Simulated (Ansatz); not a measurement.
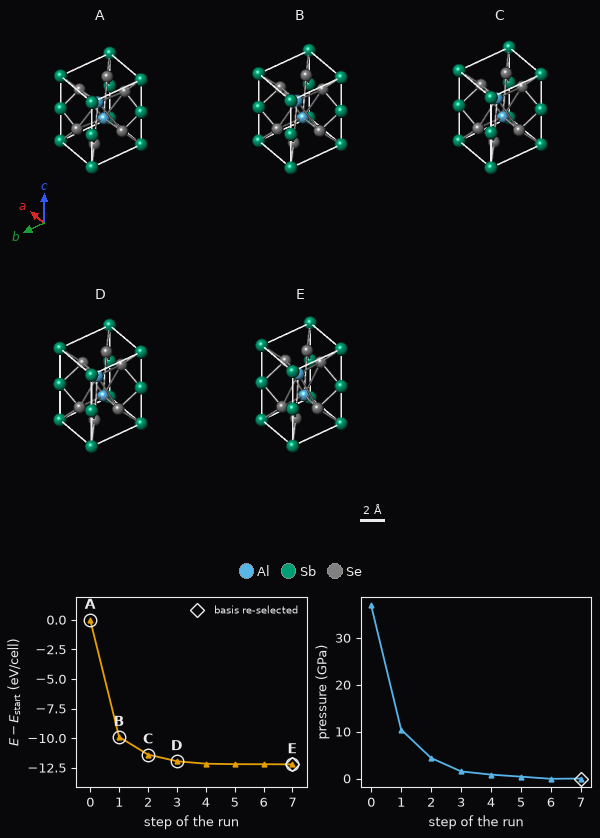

Frames of a relaxation of crystalline AlSbSe$_{3}$ (built on the hexagonal perovskite (2H) type) (coarse preliminary run), marked on the history of the run. The picture is a ball-and-stick view of the cell of the calculation, seen from a free direction.

Case: hexagonal perovskite (2H) type (P6_3/mmc, No. 194).

Method: DFT PBE, scalar-relativistic, plane waves, PAW in Ansatz. Set-up: plane-wave cutoff 420 eV; k-point mesh 3 × 3 × 4; occupations gaussian; smearing width 0.1 eV; no spin polarisation; cell and atoms relaxed; force threshold 0.04 eV/Å; at most 70 steps.

Question: What happens along the run?

Answer: Over 6 accepted moves (7 points after the start) the energy falls by 12.209 eV per cell of the calculation. Largest force component: 10 eV/Å at the start, 0.038 eV/Å at the end. Pressure: 36.95 GPa at the start and 0.00 GPa at the end. The SCF was repeated once at an unchanged geometry on a basis and grid sized afresh for the cell, which shifted the energy by 11.4 meV per cell of the calculation at most. The largest moves relative to the cell, 0.46 Å, are those of Se atoms. Sb and Al stay in place. Cell: a = b 6.932 → 6.825 Å (−1.5 %), c 5.923 → 6.803 Å (+14.9 %). Volume +11.3 %. Some distances before and after: Se–Se 3.896 → 3.047 Å, Se–Se 3.036 → 3.778 Å, Sb–Se 2.295 → 2.766 Å, Al–Se 3.719 → 3.830 Å. Among the angles between lasting bonds that change: Sb–Se–Sb 80.4° → 75.9°, Se–Sb–Se 82.8° → 86.1°, Se–Sb–Se 97.2° → 93.9°. The space group stays P6_3/mmc (No. 194). Cost: 110 s on 1 thread of Arm Neoverse V1, on a shared host, peak memory 0.58 GiB. From step 0 to 1: Se atoms move most (0.20 Å), volume +8.0 %, energy −9.894 eV per cell of the calculation. From step 1 to 2: Se atoms move most (0.06 Å), volume +4.0 %, energy −1.486 eV per cell of the calculation. From step 2 to 3: Se atoms move most (0.09 Å), volume −0.2 %, energy −0.566 eV per cell of the calculation. From step 3 to 7: Se atoms move most (0.12 Å), volume −0.7 %, energy −0.262 eV per cell of the calculation.

```tsv
step	E − E(0), meV/atom	largest force component, eV/Å	pressure, GPa	volume, Å³/atom	note
0	0.00	10.1486	36.95	24.650	
1	-989.44	2.7748	10.46	26.627	
2	-1138.09	1.3858	4.39	27.694	
3	-1194.70	0.5348	1.53	27.638	
4	-1215.49	0.2287	0.84	27.210	
5	-1219.49	0.0486	0.40	27.219	
6	-1219.78	0.0371	-0.06	27.445	
7	-1220.92	0.0380	0.00	27.445	same geometry, new basis
```
